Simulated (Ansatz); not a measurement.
# Response to strain in WSi2

Base system: WSi2 (space group I4/mmm, No. 139; relaxed with 0.1 eV smearing).

```xyz
3
Lattice="-1.5926 1.5926 3.8866 1.5926 -1.5926 3.8866 1.5926 1.5926 -3.8866" Properties=species:S:1:pos:R:3 pbc="T T T"
Si     0.0000     0.0000     5.1718
Si     0.0000     0.0000     2.6013
W      0.0000     0.0000     0.0000
```

Cartesian axes are those of the cell as printed.

Strains are applied to the cell and any free atomic positions relax; under biaxial strain the out-of-plane vector relaxes too.

Calculations: LDA (Ansatz, an electronic-structure program), spin-orbit coupling left out.

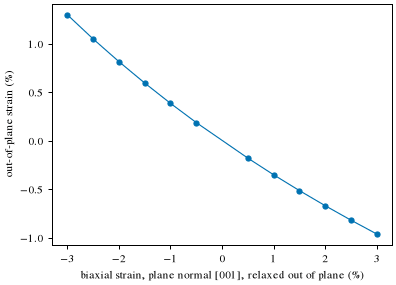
Figure: Out-of-plane strain against biaxial strain, plane normal [001], relaxed out of plane

Q: From the plot, what is the out-of-plane strain for biaxial strain −3.00 %, plane normal [001], relaxed out of plane?

A: About 1.3 %.

Q: Is the trend monotonic over the range shown?

A: Yes, it falls throughout, spanning -0.96 % to +1.30 %.

Stability against distortions was not tested. All final runs are without spin polarisation.
